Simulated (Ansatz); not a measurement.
# RPA@PBE0/cc-pVDZ run of C2H3AlFN (SMILES [CH3][Al]([F])[C]#N)

Aim: the energy change on altering one bond length of C2H3AlFN at RPA@PBE0/cc-pVDZ, from 2 runs. 

The results are computed with Ansatz 0.2.0.

114 further runs of the same task are left out: 114 set aside as unsound or not needed. Runs told in other sessions of the task aren't counted.

## Step 1: Starting point

C2H3AlFN has 8 atoms, charge 0, and is taken as a singlet. As SMILES, `[CH3][Al]([F])[C]#N`. The coordinates come from a PBE0-D4/def2-TZVP relaxation.

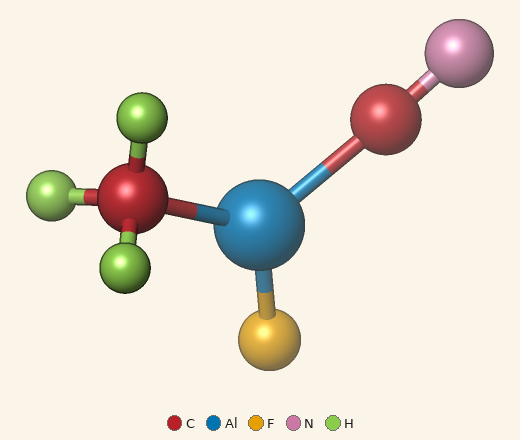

Viewed from a chosen angle; carbon red, aluminium blue, fluorine amber, nitrogen pink, hydrogen green.

## Step 2: A single-point energy at RPA@PBE0/cc-pVDZ

Input file input.yaml:

```yaml
crystal:
  periodic: [false, false, false]
  atoms:
    - {symbol: C, position_ang: [-0.796200, -0.780200, 0.685800]}
    - {symbol: Al, position_ang: [0.733700, 0.022200, -0.157100]}
    - {symbol: F, position_ang: [2.249400, -0.595500, -0.030200]}
    - {symbol: C, position_ang: [0.623900, 1.626000, -1.228300]}
    - {symbol: N, position_ang: [0.500000, 2.584900, -1.857400]}
    - {symbol: H, position_ang: [-0.942000, -1.805200, 0.332600]}
    - {symbol: H, position_ang: [-0.659200, -0.835500, 1.769600]}
    - {symbol: H, position_ang: [-1.709600, -0.216500, 0.485000]}
basis:
  gaussian: {orbitals: cc-pVDZ}
hamiltonian: {xc: pbe0}
correlation: {method: rpa, frozen_orbitals: {Al: 5, C: 1, F: 1, H: 0, "N": 1}}
accuracy: high
```

On the command line:

```bash
ansatz run input.yaml --threads 1 --pin off --max-ram 2610MiB --events-out events.jsonl --progress --plain --runs-dir runs
```

Standard output:

```text
Warning: RAYON_NUM_THREADS=1 ignored (pool sized by the plan → 1); use --threads N
Functional definition: PBE0
  name "PBE0"
  parameter a = 0.25
  parameter kappa = 0.804
  parameter beta = 0.06672455060314922
  exchange = (1 - a)*pbe_x(kappa = kappa, mu = beta*pi^2/3) + a*exact_x
  correlation = pbe_c(beta = beta)
1997 factors; integrals over basis functions are off by at most 3.9e-9 eV
mean field evaluation 1: about -12910.3699 eV, gradient 6.1e1 eV
mean field evaluation 2: about -12910.5976 eV, gradient 6.1e1 eV
mean field evaluation 4: about -12917.4505 eV, gradient 2.4e1 eV
mean field evaluation 8: about -12918.7053 eV, gradient 4.4e-1 eV
mean field evaluation 16: about -12918.7205 eV, gradient 4.8e-5 eV
mean field -12918.72054997 eV, -474.7542235880 hartree, gradient 2.6e-8 eV, S^2 0.000000; 0 other end points of the search recorded, 0 dependent functions left out
9 core orbitals not correlated: weight in the atoms' cores, before any rotation towards them, 1.000 or more for the frozen orbitals, at most 0.000 for the correlated occupied ones
reference -12881.17863514 eV, -473.3745836648 hartree; 13, 13 occupied and 67, 67 virtual orbitals, 1997 factors
Total energy: -12906.37443387 eV, -474.3005121900 hartree
```

It took 15 s on 1 thread of Arm Neoverse V2, shared host; peak memory 0.32 GiB.

## Step 3: The distorted shape

Input file in.yaml:

```yaml
crystal:
  periodic: [false, false, false]
  atoms:
    - symbol: C
      position_ang: [-0.779731, -1.020749, 0.846466]
    - symbol: Al
      position_ang: [0.750169, -0.218349, 0.003566]
    - symbol: F
      position_ang: [2.265869, -0.836049, 0.130466]
    - symbol: C
      position_ang: [0.623900, 1.626000, -1.228300]
    - symbol: "N"
      position_ang: [0.500000, 2.584900, -1.857400]
    - symbol: H
      position_ang: [-0.925531, -2.045749, 0.493266]
    - symbol: H
      position_ang: [-0.642731, -1.076049, 1.930266]
    - symbol: H
      position_ang: [-1.693131, -0.457049, 0.645666]
basis:
  gaussian:
    orbitals: cc-pVDZ
hamiltonian:
  xc: pbe0
correlation:
  method: rpa
  frozen_orbitals: {Al: 5, C: 1, F: 1, H: 0, "N": 1}
accuracy: high
```

On the command line:

```bash
ansatz run in.yaml --threads 1 --pin off --max-ram 2610MiB --events-out events.jsonl --progress --plain --runs-dir runs
```

Standard output, shortened:

```text
Warning: RAYON_NUM_THREADS=1 ignored (pool sized by the plan → 1); use --threads N
[... 2 set-up lines as earlier in the session ...]
[...]
1989 factors; integrals over basis functions are off by at most 6.3e-9 eV
[...]
mean field -12918.30532619 eV, -474.7389643957 hartree, gradient 9.5e-8 eV, S^2 0.000000; 0 other end points of the search recorded, 0 dependent functions left out
9 core orbitals not correlated: weight in the atoms' cores, before any rotation towards them, 1.000 or more for the frozen orbitals, at most 0.000 for the correlated occupied ones
reference -12880.74281194 eV, -473.3585674579 hartree; 13, 13 occupied and 67, 67 virtual orbitals, 1989 factors
Total energy: -12905.99696340 eV, -474.2866404059 hartree
```

Run time: 14 s. Hardware: 1 thread of Arm Neoverse V2, shared host; peak memory 0.32 GiB.

## Step 4: Summary of results

Level: RPA@PBE0/cc-pVDZ, 9 core orbitals frozen.

```
                                                          quantity          value
                                         first shape: total energy  -474.30051 Eh
                     first shape: RPA correlation energy (valence)     -925.9 mEh
                                     distorted shape: total energy  -474.28664 Eh
                 distorted shape: RPA correlation energy (valence)     -928.1 mEh
energy change with the Al2–C4 bond stretched from 1.932 to 2.221 Å       0.377 eV
```

**Reading.** With the Al2–C4 bond stretched from 1.932 to 2.221 Å the energy rises by 0.38 eV (36.4 kJ/mol). The first shape isn't relaxed at this level, so the change isn't measured from a minimum.
